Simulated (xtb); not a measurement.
**Run report: CoH$_{6}$O$_{3}$F$_{3}$, geometry relaxation (part 3 of 3)**

CoH$_{6}$O$_{3}$F$_{3}$ (fac-CoF3(H2O)3); GFN2-xTB, ALPB solvent thf (xtb 6.7.1). The starting geometry was optimised with GFN2-xTB.

Geometry of the input (Å):
```
Co 0.2213  0.2228  0.2145
F  -0.0315  0.2268  1.9562
O  0.4419  0.1508  -1.8329
H  1.3787  -0.0678  -1.9347
H  0.3672  1.0820  -2.0843
F  1.9607  -0.0437  0.1824
O  -1.8256  0.4584  0.1863
H  -1.9258  1.3920  -0.0461
H  -2.0549  0.4019  1.1244
F  0.1963  1.9581  -0.0784
O  0.1832  -1.8197  0.4822
H  -0.0294  -1.9044  1.4220
H  1.1180  -2.0572  0.4085
```

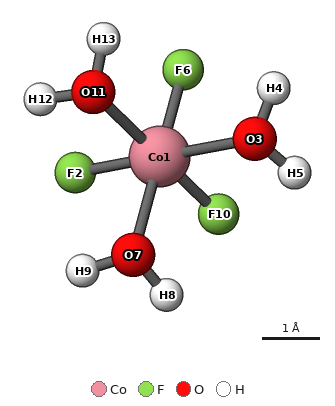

The geometry at step 3 of the log (ball-and-stick view, seen on its broad side; atoms are numbered from 1 in the order of the input).

Log, continued:
```
 SCC (total)                   0 d,  0 h,  0 min,  0.013 sec
 SCC setup                      ...        0 min,  0.003 sec ( 21.061%)
 Dispersion                     ...        0 min,  0.000 sec (  0.461%)
 classical contributions        ...        0 min,  0.000 sec (  0.163%)
 integral evaluation            ...        0 min,  0.002 sec ( 12.667%)
 iterations                     ...        0 min,  0.002 sec ( 19.205%)
 molecular gradient             ...        0 min,  0.006 sec ( 44.857%)
 printout                       ...        0 min,  0.000 sec (  1.361%)

         :::::::::::::::::::::::::::::::::::::::::::::::::::::
         ::                     SUMMARY                     ::
         :::::::::::::::::::::::::::::::::::::::::::::::::::::
         :: total energy             -33.316859439609 Eh    ::
         :: total w/o Gsasa/hb       -33.284120362599 Eh    ::
         :: gradient norm              0.000254963814 Eh/a0 ::
         :: HOMO-LUMO gap              1.956053891759 eV    ::
         ::.................................................::
         :: SCC energy               -33.416273304008 Eh    ::
         :: -> isotropic ES            0.209252076863 Eh    ::
         :: -> anisotropic ES         -0.002644541879 Eh    ::
         :: -> anisotropic XC         -0.004039721814 Eh    ::
         :: -> dispersion             -0.006951663187 Eh    ::
         :: -> Gsolv                  -0.060879739556 Eh    ::
         ::    -> Gelec               -0.028140662547 Eh    ::
         ::    -> Gsasa               -0.008941552450 Eh    ::
         ::    -> Ghb                 -0.029122340004 Eh    ::
         ::    -> Gshift               0.005324815444 Eh    ::
         :: repulsion energy           0.099413864399 Eh    ::
         :: add. restraining           0.000000000000 Eh    ::
         :: total charge               0.000000000000 e     ::
         :::::::::::::::::::::::::::::::::::::::::::::::::::::

           -------------------------------------------------
          |                Property Printout                |
           -------------------------------------------------

    * Orbital Energies and Occupations

         #    Occupation            Energy/Eh            Energy/eV
      -------------------------------------------------------------
         1        2.0000           -0.7575577             -20.6142
       ...           ...                  ...                  ...
        15        2.0000           -0.4938296             -13.4378
        16        2.0000           -0.4458677             -12.1327
        17        2.0000           -0.4447332             -12.1018
        18        2.0000           -0.4447329             -12.1018
        19        2.0000           -0.4399294             -11.9711
        20        2.0000           -0.4399286             -11.9711
        21        2.0000           -0.4365231             -11.8784
        22        2.0000           -0.4311235             -11.7315
        23        2.0000           -0.4306733             -11.7192
        24        2.0000           -0.4306730             -11.7192
        25        2.0000           -0.3539236              -9.6308
        26        2.0000           -0.3539203              -9.6307
        27        2.0000           -0.3524807              -9.5915 (HOMO)
        28                         -0.2805970              -7.6354 (LUMO)
        29                         -0.2805964              -7.6354
        30                         -0.0137029              -0.3729
        31                          0.0733094               1.9949
        32                          0.0733351               1.9955
        33                          0.2346580               6.3854
        34                          0.2346906               6.3863
        35                          0.2417352               6.5779
        36                          0.7668763              20.8678
        37                          0.8029638              21.8498
        38                          1.2531835              34.1009
        39                          1.2535190              34.1100
      -------------------------------------------------------------
                  HL-Gap            0.0718837 Eh            1.9561 eV
             Fermi-level           -0.3165388 Eh           -8.6135 eV

     #   Z          covCN         q      C6AA      α(0)
     1  27 Co       3.815     0.692   131.999    23.539
     2   9 F        0.688    -0.493    14.766     4.537
     3   8 O        2.192    -0.513    23.124     6.495
     4   1 H        0.804     0.388     0.508     1.119
     5   1 H        0.804     0.388     0.508     1.119
     6   9 F        0.688    -0.493    14.766     4.537
     7   8 O        2.192    -0.513    23.124     6.495
     8   1 H        0.804     0.388     0.508     1.119
     9   1 H        0.804     0.388     0.508     1.119
    10   9 F        0.688    -0.493    14.766     4.537
    11   8 O        2.192    -0.513    23.124     6.495
    12   1 H        0.804     0.388     0.508     1.119
    13   1 H        0.804     0.388     0.507     1.119

 Mol. C6AA /au·bohr⁶  :       1688.870005
 Mol. C8AA /au·bohr⁸  :      53420.447660
 Mol. α(0) /au        :         63.347288

Wiberg/Mayer (AO) data.
largest (>0.10) Wiberg bond orders for each atom

 ---------------------------------------------------------------------------
     #   Z sym  total        # sym  WBO       # sym  WBO       # sym  WBO
 ---------------------------------------------------------------------------
     1  27 Co   3.689 --    10 F    0.795     6 F    0.795     2 F    0.795
                             3 O    0.420    11 O    0.420     7 O    0.420
     2   9 F    0.861 --     1 Co   0.795
     3   8 O    2.154 --     4 H    0.841     5 H    0.841     1 Co   0.420
     4   1 H    0.850 --     3 O    0.841
     5   1 H    0.850 --     3 O    0.841
     6   9 F    0.861 --     1 Co   0.795
     7   8 O    2.154 --     8 H    0.841     9 H    0.841     1 Co   0.420
     8   1 H    0.850 --     7 O    0.841
     9   1 H    0.850 --     7 O    0.841
    10   9 F    0.861 --     1 Co   0.795
    11   8 O    2.154 --    12 H    0.841    13 H    0.841     1 Co   0.420
    12   1 H    0.850 --    11 O    0.841
    13   1 H    0.850 --    11 O    0.841
 ---------------------------------------------------------------------------

Topologies differ in total number of bonds
Writing topology from bond orders to xtbtopo.mol

molecular dipole:
                 x           y           z       tot (Debye)
 q only:       -1.856      -1.870      -1.799
   full:       -1.977      -1.991      -1.916       8.635
molecular quadrupole (traceless):
                xx          xy          yy          xz          yz          zz
 q only:       -0.144      -9.789      -0.296      -9.417      -9.495       0.440
  q+dip:       -0.170     -11.598      -0.351     -11.158     -11.251       0.521
   full:       -0.176     -11.995      -0.363     -11.540     -11.636       0.539

           -------------------------------------------------
          |                Geometry Summary                 |
           -------------------------------------------------

      molecular mass/u    :      169.9742630
   center of mass at/Å    :        0.2425723       0.2444085       0.2351607
  moments of inertia/u·Å² :        0.2621441E+03   0.2621614E+03   0.3052790E+03
rotational constants/cm⁻¹ :        0.6430674E-01   0.6430250E-01   0.5522042E-01

 * 9 selected distances

     #   Z          #   Z                                           value/Å
     1  27 Co       2   9 F                                       1.7711759 (max)
     3   8 O        4   1 H                                       0.9684350
     3   8 O        5   1 H                                       0.9684027
     1  27 Co       6   9 F                                       1.7711696
     7   8 O        8   1 H                                       0.9683908
     7   8 O        9   1 H                                       0.9683672 (min)
     1  27 Co      10   9 F                                       1.7711719
    11   8 O       12   1 H                                       0.9684319
    11   8 O       13   1 H                                       0.9683817

 * 2 distinct bonds (by element types)

   Z      Z             #   av. dist./Å        max./Å        min./Å
   1 H    8 O           6     0.9684016     0.9684350     0.9683672
   9 F   27 Co          3     1.7711725     1.7711759     1.7711696

optimized geometry written to: xtbopt.xyz

           -------------------------------------------------
          | TOTAL ENERGY              -33.316859439609 Eh   |
          | GRADIENT NORM               0.000254963814 Eh/α |
          | HOMO-LUMO GAP               1.956053891759 eV   |
           -------------------------------------------------

------------------------------------------------------------------------
------------------------------------------------------------------------
 total:
 *  cpu-time:     0 d,  0 h,  0 min,  0.155 sec
 * ratio c/w:     0.981 speedup
 SCF:
 *  cpu-time:     0 d,  0 h,  0 min,  0.015 sec
 * ratio c/w:     0.983 speedup
 ANC optimizer:
 *  cpu-time:     0 d,  0 h,  0 min,  0.124 sec
 * ratio c/w:     0.980 speedup
```

Standard error:
```
normal termination of xtb
```

Trajectory as extended XYZ (Å, eV, eV/Å), 7 frames, from step=0 to step=6:
```
13
Properties=species:S:1:pos:R:3 step=0 energy=-906.48962
Co    0.2213    0.2228    0.2145
F    -0.0315    0.2268    1.9562
O     0.4419    0.1508   -1.8329
H     1.3787   -0.0678   -1.9347
H     0.3672    1.0820   -2.0843
F     1.9607   -0.0437    0.1824
O    -1.8256    0.4584    0.1863
H    -1.9258    1.3920   -0.0461
H    -2.0549    0.4019    1.1244
F     0.1963    1.9581   -0.0784
O     0.1832   -1.8197    0.4822
H    -0.0294   -1.9044    1.4220
H     1.1180   -2.0572    0.4085
13
Properties=species:S:1:pos:R:3 step=1 energy=-906.56941
Co    0.2421    0.2437    0.2345
F     0.0191    0.2746    1.9846
O     0.4427    0.1541   -1.8129
H     1.3678   -0.0884   -1.9901
H     0.3527    1.0655   -2.1402
F     1.9908    0.0076    0.2289
O    -1.8054    0.4592    0.1890
H    -1.9815    1.3813   -0.0652
H    -2.1114    0.3876    1.1094
F     0.2440    1.9884   -0.0288
O     0.1860   -1.7996    0.4827
H    -0.0492   -1.9600    1.4126
H     1.1022   -2.1139    0.3953
13
Properties=species:S:1:pos:R:3 step=2 energy=-906.58592
Co    0.2539    0.2557    0.2461
F     0.0463    0.3012    2.0011
O     0.4392    0.1535   -1.7936
H     1.3533   -0.1037   -2.0090
H     0.3385    1.0504   -2.1590
F     2.0079    0.0349    0.2545
O    -1.7863    0.4555    0.1882
H    -2.0010    1.3666   -0.0797
H    -2.1308    0.3731    1.0951
F     0.2705    2.0060   -0.0023
O     0.1852   -1.7805    0.4786
H    -0.0641   -1.9795    1.3985
H     1.0875   -2.1333    0.3814
13
Properties=species:S:1:pos:R:3 step=3 energy=-906.59351
Co    0.2589    0.2607    0.2508
F     0.0575    0.3119    2.0086
O     0.4353    0.1519   -1.7798
H     1.3407   -0.1138   -2.0075
H     0.3269    1.0395   -2.1573
F     2.0158    0.0464    0.2649
O    -1.7724    0.4515    0.1862
H    -1.9997    1.3540   -0.0895
H    -2.1295    0.3612    1.0843
F     0.2811    2.0140    0.0088
O     0.1832   -1.7667    0.4744
H    -0.0741   -1.9784    1.3861
H     1.0763   -2.1321    0.3697
13
Properties=species:S:1:pos:R:3 step=4 energy=-906.59727
Co    0.2660    0.2680    0.2579
F     0.0614    0.3166    2.0164
O     0.4322    0.1513   -1.7638
H     1.3295   -0.1243   -2.0033
H     0.3149    1.0305   -2.1532
F     2.0236    0.0503    0.2692
O    -1.7566    0.4482    0.1853
H    -1.9959    1.3426   -0.0998
H    -2.1257    0.3488    1.0754
F     0.2856    2.0219    0.0125
O     0.1824   -1.7509    0.4710
H    -0.0846   -1.9745    1.3749
H     1.0672   -2.1285    0.3574
13
Properties=species:S:1:pos:R:3 step=5 energy=-906.59786
Co    0.2689    0.2709    0.2606
F     0.0603    0.3157    2.0189
O     0.4323    0.1521   -1.7583
H     1.3267   -0.1282   -2.0016
H     0.3107    1.0287   -2.1517
F     2.0262    0.0492    0.2684
O    -1.7510    0.4483    0.1859
H    -1.9943    1.3398   -0.1037
H    -2.1243    0.3445    1.0734
F     0.2848    2.0244    0.0114
O     0.1830   -1.7454    0.4710
H    -0.0884   -1.9728    1.3723
H     1.0651   -2.1272    0.3531
13
Properties=species:S:1:pos:R:3 step=6 energy=-906.59793
Co    0.2694    0.2715    0.2613
F     0.0589    0.3147    2.0194
O     0.4331    0.1530   -1.7580
H     1.3270   -0.1292   -2.0014
H     0.3100    1.0293   -2.1515
F     2.0264    0.0477    0.2674
O    -1.7508    0.4492    0.1868
H    -1.9941    1.3400   -0.1046
H    -2.1241    0.3438    1.0740
F     0.2837    2.0247    0.0100
O     0.1840   -1.7450    0.4718
H    -0.0893   -1.9727    1.3726
H     1.0658   -2.1270    0.3523
```

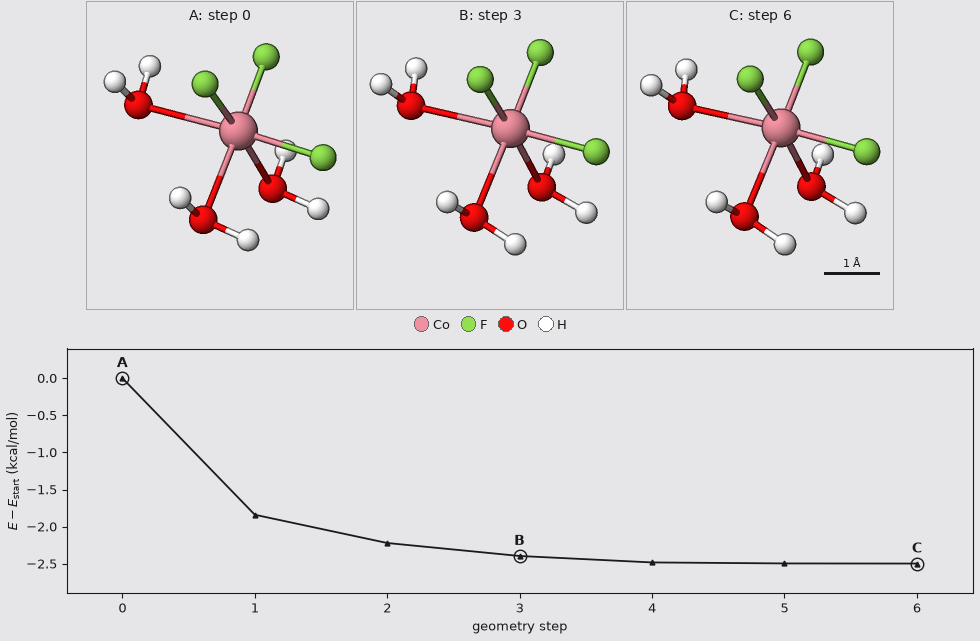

Frames of the relaxation (ball-and-stick view, seen at a tilt) above the curves, on which the letters mark them (steps are counted from 0).

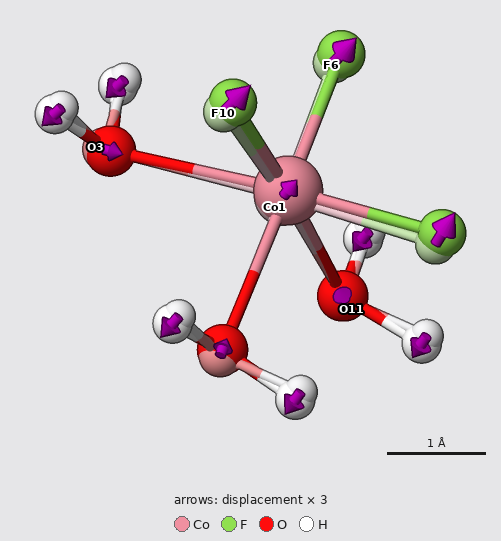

Start (faint) and end (solid) with the displacements as pink arrows, magnified 3 times (ball-and-stick view, seen at a tilt). The two geometries are laid on each other by the best rigid fit. Over 6 geometry steps the energy falls by 2.50 kcal/mol. The largest moves after the best rigid fit, 0.14 Å, are those of F2, F6 and F10. Largest moves by element: F 0.14 Å, H 0.10 Å, Co 0.08 Å, O 0.08 Å. Distances before and after: Co1–O11 2.060 → 2.029 Å, Co1–F10 1.760 → 1.771 Å. Among the angles that change: Co1–O3–H4 102.5° → 110.0°, Co1–O11–H12 102.5° → 110.0°, O3–Co1–O7 95.6° → 92.8°. (Atoms are counted from 1 in the order of the input.)

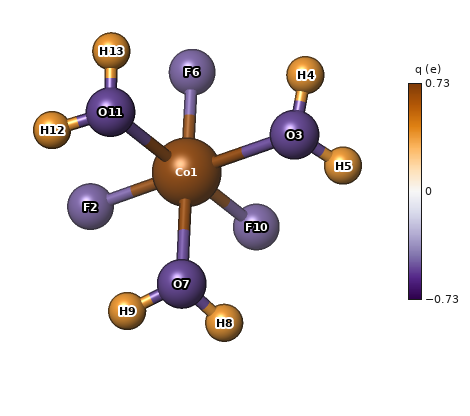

Mulliken charges, as the colour of each atom (ball-and-stick view, seen at a tilt; atoms are numbered from 1 in the order of the input). By element: Co +0.69, F −0.49, O −0.51 and H +0.39 e.

Summary:

| quantity | value |
| --- | --- |
| outcome | converged |
| electrons treated | 54 |
| total energy | −33.316859 hartree |
| dispersion energy | −0.006952 hartree |
| solvation energy | −0.060880 hartree |
| basis functions | 40 |
| HOMO | −9.59 eV |
| LUMO | −7.64 eV |
| dipole moment | 8.64 D |
| hardware | 1 thread of Intel Xeon @ 2.50GHz (Skylake/Cascade Lake), 189 GiB of memory available, shared host |
| peak memory | 0.071 GiB |
